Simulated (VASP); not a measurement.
# Which face does Sr expose?, part 4 of 6

How do surface energy, work function and relaxation of Sr depend on the face?

VASP 6.6.1; PBEsol; plane waves and PAW (Sr_sv).

So far. Step 4 (Relaxing the slab, 7 atoms, face Sr(111)): The run ended after 6 ionic steps, 0.005 eV below its first step, once the forces on the free atoms met EDIFFG = -0.03. Step 5 (Potential and states of the slab, 7 atoms, face Sr(111)): The vacuum level lies 2.59 eV above the Fermi level at the upper face; both faces agree, as the slab has next to no dipole.

## 6. Surface relaxation, 7 atoms, face Sr(100)

The input, INCAR:

```
SYSTEM = Sr
PREC = Normal
ENCUT = 320
EDIFF = 1E-05
NELM = 120
ISMEAR = 1
SIGMA = 0.15
LREAL = .FALSE.
ALGO = Fast
GGA = PS
NBANDS = 43
LORBIT = 11
LWAVE = .FALSE.
LCHARG = .FALSE.
KPAR = 4
IBRION = 2
NSW = 40
ISIF = 2
EDIFFG = -0.03
POTIM = 0.4
MAXMIX = 40
```

The input, POSCAR:

```
Sr
1.0
    4.1814214130      0.0000000000      0.0000000000
    0.0000000000      4.1814214130      0.0000000000
    0.0000000000      0.0000000000     32.7402686166
Sr
7
Direct
    0.0000000000      0.0000000000      0.2290757000
    0.5000000000      0.5000000000      0.3193838000
    0.0000000000      0.0000000000      0.4096919000
    0.5000000000      0.5000000000      0.5000000000
    0.0000000000      0.0000000000      0.5903081000
    0.5000000000      0.5000000000      0.6806162000
    0.0000000000      0.0000000000      0.7709243000
```

The input, KPOINTS:

```
Automatic mesh
0
Gamma
7 7 1
0 0 0
```

PAW data sets: Sr_sv (PBE family, release 64).

Launch:

```
> mpirun -np 4 vasp_std
```

Output:

```text
[... set-up lines as in an earlier step ...]
 entering main loop
       N       E                     dE             d eps       ncg     rms          rms(c)
DAV:   1     0.315838475788E+03    0.31584E+03   -0.27517E+04  1180   0.910E+02
DAV:   2     0.272966120854E+02   -0.28854E+03   -0.28421E+03   965   0.250E+02
DAV:   3    -0.851026895624E+01   -0.35807E+02   -0.35498E+02  1296   0.490E+01
DAV:   4    -0.127055529101E+02   -0.41953E+01   -0.41761E+01  1456   0.188E+01
DAV:   5    -0.129846957332E+02   -0.27914E+00   -0.27882E+00  1349   0.376E+00    0.343E+01
RMM:   6    -0.139227237003E+02   -0.93803E+00   -0.60289E+00  1046   0.365E+00    0.260E+01
RMM:   7    -0.196726670192E+02   -0.57499E+01   -0.57597E+00  1033   0.412E+00    0.360E+01
RMM:   8    -0.120184541281E+02    0.76542E+01   -0.25167E+00  1035   0.351E+00    0.408E+00
RMM:   9    -0.120206888301E+02   -0.22347E-02   -0.51357E-01  1147   0.147E+00    0.351E+00
RMM:  10    -0.120696096347E+02   -0.48921E-01   -0.20379E-01  1152   0.783E-01    0.410E+00
RMM:  11    -0.120401946823E+02    0.29415E-01   -0.86146E-02  1150   0.510E-01    0.225E+00
RMM:  12    -0.120236233662E+02    0.16571E-01   -0.71996E-02  1149   0.364E-01    0.337E-01
RMM:  13    -0.120274075743E+02   -0.37842E-02   -0.39212E-02  1260   0.214E-01    0.352E-01
RMM:  14    -0.120305508730E+02   -0.31433E-02   -0.30710E-02  1174   0.146E-01    0.415E-01
RMM:  15    -0.120357334209E+02   -0.51825E-02   -0.25133E-02  1134   0.142E-01    0.755E-01
RMM:  16    -0.120354442448E+02    0.28918E-03   -0.15229E-02  1112   0.143E-01    0.585E-01
RMM:  17    -0.120341049129E+02    0.13393E-02   -0.11251E-02  1061   0.122E-01    0.391E-01
RMM:  18    -0.120346293047E+02   -0.52439E-03   -0.73312E-03   937   0.728E-02    0.322E-01
RMM:  19    -0.120348022656E+02   -0.17296E-03   -0.54189E-03  1000   0.715E-02    0.242E-01
RMM:  20    -0.120350508475E+02   -0.24858E-03   -0.46456E-03  1041   0.755E-02    0.151E-01
RMM:  21    -0.120353873812E+02   -0.33653E-03   -0.36001E-03   864   0.518E-02    0.136E-01
RMM:  22    -0.120356983418E+02   -0.31096E-03   -0.28325E-03   776   0.414E-02    0.120E-01
RMM:  23    -0.120359494381E+02   -0.25110E-03   -0.20802E-03   693   0.308E-02    0.114E-01
RMM:  24    -0.120361167273E+02   -0.16729E-03   -0.16949E-03   646   0.253E-02    0.103E-01
RMM:  25    -0.120362574872E+02   -0.14076E-03   -0.13829E-03   651   0.234E-02    0.830E-02
RMM:  26    -0.120363547147E+02   -0.97227E-04   -0.12780E-03   654   0.220E-02    0.602E-02
RMM:  27    -0.120364330300E+02   -0.78315E-04   -0.12574E-03   724   0.286E-02    0.272E-02
RMM:  28    -0.120365373960E+02   -0.10437E-03   -0.10966E-03   521   0.187E-02    0.243E-02
RMM:  29    -0.120366278635E+02   -0.90468E-04   -0.93435E-04   367   0.150E-02    0.250E-02
RMM:  30    -0.120367135241E+02   -0.85661E-04   -0.86508E-04   367   0.140E-02    0.250E-02
[...]
RMM:  44    -0.120373128657E+02   -0.22557E-04   -0.23025E-04   222   0.730E-03    0.373E-02
RMM:  45    -0.120373311311E+02   -0.18265E-04   -0.20956E-04   254   0.736E-03    0.369E-02
RMM:  46    -0.120373483515E+02   -0.17220E-04   -0.19516E-04   271   0.730E-03    0.366E-02
RMM:  47    -0.120373656387E+02   -0.17287E-04   -0.17735E-04   220   0.679E-03    0.375E-02
RMM:  48    -0.120373809808E+02   -0.15342E-04   -0.16699E-04   233   0.672E-03    0.380E-02
RMM:  49    -0.120373929869E+02   -0.12006E-04   -0.15126E-04   257   0.695E-03    0.371E-02
RMM:  50    -0.120374022046E+02   -0.92178E-05   -0.14365E-04   326   0.759E-03    0.347E-02
RMM:  51    -0.120374034532E+02   -0.12486E-05   -0.13975E-04   521   0.968E-03    0.258E-02
RMM:  52    -0.120374153468E+02   -0.11894E-04   -0.12191E-04   266   0.677E-03    0.265E-02
RMM:  53    -0.120374260582E+02   -0.10711E-04   -0.11003E-04   255   0.637E-03    0.271E-02
RMM:  54    -0.120374359430E+02   -0.98848E-05   -0.10353E-04   235   0.606E-03    0.277E-02
RMM:  55    -0.120374449770E+02   -0.90340E-05   -0.93812E-05   224   0.586E-03
   1 F= -.12037445E+02 E0= -.12038065E+02  d E =-.120374E+02
 curvature:   0.00 expect dE= 0.000E+00 dE for cont linesearch  0.000E+00
 trial: gam= 0.00000 g(F)=  0.279E-03 g(S)=  0.000E+00 ort = 0.000E+00 (trialstep = 0.100E+01)
 search vector abs. value=  0.279E-03
 bond charge predicted
       N       E                     dE             d eps       ncg     rms          rms(c)
DAV:   1    -0.120378079229E+02   -0.37198E-03   -0.28812E-02   935   0.663E-01    0.736E-02
RMM:   2    -0.120379880280E+02   -0.18011E-03   -0.75749E-04   943   0.105E-01    0.966E-02
RMM:   3    -0.120379550036E+02    0.33024E-04   -0.12024E-04   983   0.372E-02    0.782E-02
RMM:   4    -0.120379804068E+02   -0.25403E-04   -0.60152E-05   801   0.191E-02    0.774E-02
RMM:   5    -0.120379441555E+02    0.36251E-04   -0.28424E-05   658   0.152E-02    0.696E-02
RMM:   6    -0.120379494777E+02   -0.53222E-05   -0.18191E-05   557   0.106E-02
   2 F= -.12037949E+02 E0= -.12038559E+02  d E =-.504501E-03
[...]
3 F= -.12038485E+02 E0= -.12039310E+02  d E =-.103975E-02
 curvature:  -2.84 expect dE=-0.286E-03 dE for cont linesearch -0.276E-03
 ZBRENT: increasing intervall
 opt :  10.0000  next Energy=   -12.038921 (dE=-0.148E-02)
 bond charge predicted
       N       E                     dE             d eps       ncg     rms          rms(c)
DAV:   1    -0.120374444376E+02    0.10430E-02   -0.97991E-01   896   0.396E+00    0.279E-01
RMM:   2    -0.120394320742E+02   -0.19876E-02   -0.18873E-02   929   0.568E-01    0.281E-01
RMM:   3    -0.120398140221E+02   -0.38195E-03   -0.28315E-03  1273   0.187E-01    0.294E-01
RMM:   4    -0.120400424009E+02   -0.22838E-03   -0.11284E-03  1189   0.924E-02    0.303E-01
RMM:   5    -0.120403033093E+02   -0.26091E-03   -0.53845E-04  1088   0.596E-02    0.323E-01
RMM:   6    -0.120401091031E+02    0.19421E-03   -0.22730E-04   994   0.416E-02    0.305E-01
RMM:   7    -0.120396842545E+02    0.42485E-03   -0.19335E-04  1046   0.350E-02    0.269E-01
RMM:   8    -0.120396098743E+02    0.74380E-04   -0.11602E-04   870   0.265E-02    0.268E-01
RMM:   9    -0.120396171877E+02   -0.73133E-05   -0.51960E-05   656   0.179E-02
   4 F= -.12039617E+02 E0= -.12040676E+02  d E =-.217221E-02
 curvature:  -4.48 expect dE=-0.156E-03 dE for cont linesearch -0.135E-05
 trial: gam= 0.09156 g(F)=  0.348E-04 g(S)=  0.000E+00 ort = 0.917E-05 (trialstep = 0.280E+01)
 search vector abs. value=  0.388E-04
 reached required accuracy - stopping structural energy minimisation
```

The job ended after 60 s (4 MPI ranks of AMD EPYC 9R45, shared host; peak memory 1 GiB).

OUTCAR, selected parts (step 6):

```text
   k-points           NKPTS =     10   k-points in BZ     NKDIM =     10   number of bands    NBANDS=     43

   ENCUT  =  320.0 eV  23.52 Ry    4.85 a.u.   6.10  6.10 47.75*2*pi/ulx,y,z

   NELECT =      70.0000    total number of electrons

 E-fermi :   0.2413

 k-point     1 :       0.0000    0.0000    0.0000
  band No.  band energies     occupation
    ...
     31      -2.7983      2.00000
     32      -2.2595      2.00000
     33      -1.6338      2.00000
     34      -1.0543      2.00000
     35      -0.6412      2.00000
     36       0.5432     -0.01534
     37       0.6640     -0.00050
     38       0.6654     -0.00047
     39       0.6756     -0.00033
     40       0.8682     -0.00000
    ...

  Total       -0.6060550     -0.6060550      0.2318018      0.0000000      0.0000000      0.0000000
  in kB       -1.6962604     -1.6962604      0.6487798      0.0000000      0.0000000      0.0000000
  external PRESSURE =      -0.9145803 kB  Pullay stress =       0.0000000 kB

 POSITION                                       TOTAL-FORCE (eV/Angst)
 -----------------------------------------------------------------------------------
      0.00000      4.18142      7.50912         0.000000      0.000000      0.015138
      2.09071      2.09071     10.43550        -0.000000      0.000000      0.002668
      0.00000      4.18142     13.41585        -0.000000     -0.000000     -0.014628
      2.09071      2.09071     16.37013        -0.000000      0.000000      0.000000
      0.00000      4.18142     19.32441        -0.000000      0.000000      0.014628
      2.09071      2.09071     22.30477        -0.000000      0.000000     -0.002668
      4.18142      0.00000     25.23115        -0.000000      0.000000     -0.015138
 -----------------------------------------------------------------------------------
    total drift:                               -0.000000      0.000000     -0.000000

  FREE ENERGIE OF THE ION-ELECTRON SYSTEM (eV)
  ---------------------------------------------------
  free  energy   TOTEN  =       -12.0396171877 eV

  energy  without entropy=      -12.0427922284  energy(sigma->0) =      -12.04067553

[... 1 part as in an earlier step ...]

[... 15 further parts left out ...]
```

The run keeps the 16 symmetry operations of its start, so it cannot find a distortion of lower symmetry.

Step by step:

```
step  energy less that of the first step (eV)  largest force (eV/Å)
   1                                   0.0000                0.0550
   2                                  -0.0005                0.0520
   3                                  -0.0010                0.0324
   4                                  -0.0022                0.0151
```

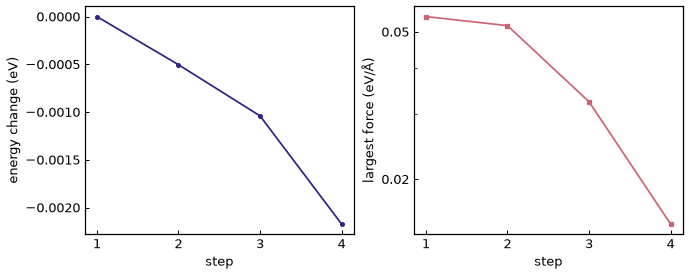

Energy and largest force along the relaxation.

The atoms that moved most (Å):

```
atom     dx     dy      dz  length
 Sr2  0.000  0.000  -0.021   0.021
 Sr6  0.000  0.000   0.021   0.021
 Sr1  0.000  0.000   0.009   0.009
 Sr7  0.000  0.000  -0.009   0.009
```

Final coordinates:

```cif
data_structure
_symmetry_space_group_name_H-M 'P 1'
_symmetry_Int_Tables_number 1
_cell_length_a 4.1814
_cell_length_b 4.1814
_cell_length_c 32.7403
_cell_angle_alpha 90.000
_cell_angle_beta 90.000
_cell_angle_gamma 90.000
_cell_volume 572.44
loop_
_atom_site_label
_atom_site_type_symbol
_atom_site_fract_x
_atom_site_fract_y
_atom_site_fract_z
_atom_site_occupancy
Sr1 Sr 0.00000 0.00000 0.22935 1
Sr2 Sr 0.50000 0.50000 0.31874 1
Sr3 Sr 0.00000 0.00000 0.40977 1
Sr4 Sr 0.50000 0.50000 0.50000 1
Sr5 Sr 0.00000 0.00000 0.59023 1
Sr6 Sr 0.50000 0.50000 0.68126 1
Sr7 Sr 0.00000 0.00000 0.77065 1
```

Numbers from this step:

```
electronic cycles       : 81
free energy (TOTEN)     : -12.04 eV
energy at zero smearing : -12.04 eV
Fermi energy            : 0.2413 eV
```

The run ended after 4 ionic steps, 0.002 eV below its first step, once the forces on the free atoms met EDIFFG = -0.03.

(Continued in part 5 of 6.)

[Lines on the potential files, build, host, timing and source positions are cut from VASP's logs without a mark.]

[Logs are printed without paths, hosts, clocks, repeated set-up lines and the standing remarks that a program may print on its own settings, such as how far it seeks lower states.]

[Hosts, paths, dates, database ids (printed as entryN), source tags and the programs' standing remarks are cut or masked in the printed files.]

[Runs that stopped without an error message from VASP are left out.]
